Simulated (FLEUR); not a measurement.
Band structure of ZrZn (Pm-3m, 2 atoms in the cell).

```
ZrZn
1.0
    3.26049     0.00000     0.00000
    0.00000     3.26049     0.00000
    0.00000     0.00000     3.26049
Zr Zn
1 1
Cartesian
  1.63024   1.63024   1.63024
  0.00000   0.00000   0.00000
```

Level of theory: FLEUR with PBEsol, all-electron FLAPW (FLEUR), scalar-relativistic valence.

Settings: Kmax = 4 1/bohr; GmaxXC = 20 1/bohr; xcFunctional = PBEs; jspins = 1; l_soc = F; mode = hist; fermiSmearingEnergy = 0.00367493 Htr; mesh (inpgen div1-3) = 7 7 7; inpgen gamma flag = false; Gmax = 20 1/bohr; numbands = 0; maxIterBroyd = 40; imix = Anderson; alpha = 0.05.

The starting cell comes from a database of computed structures (which also holds hypothetical and non-ambient phases and stackings), without a prior relaxation at this level. Its lattice was rescaled by a random factor within 2.5 % of one. Values depend on the basis (sphere radii, cutoffs, local orbitals), which need not be converged.

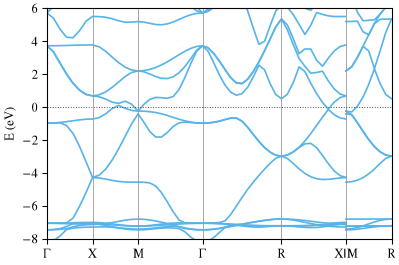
Figure: Bands along the path, energies from the Fermi level.

Levels in eV from the Fermi level, bands 13 to 20:
```csv
point,13,14,15,16,17,18,19,20
Γ,-7.06,-7.06,-0.98,-0.98,3.72,3.72,3.72,5.72
X,-7.02,-4.29,-4.28,-0.73,0.67,0.67,3.77,5.50
M,-6.82,-4.57,-0.42,-0.25,-0.25,2.19,2.19,5.19
R,-6.81,-2.99,-2.99,-2.99,0.50,5.35,5.35,6.23
```
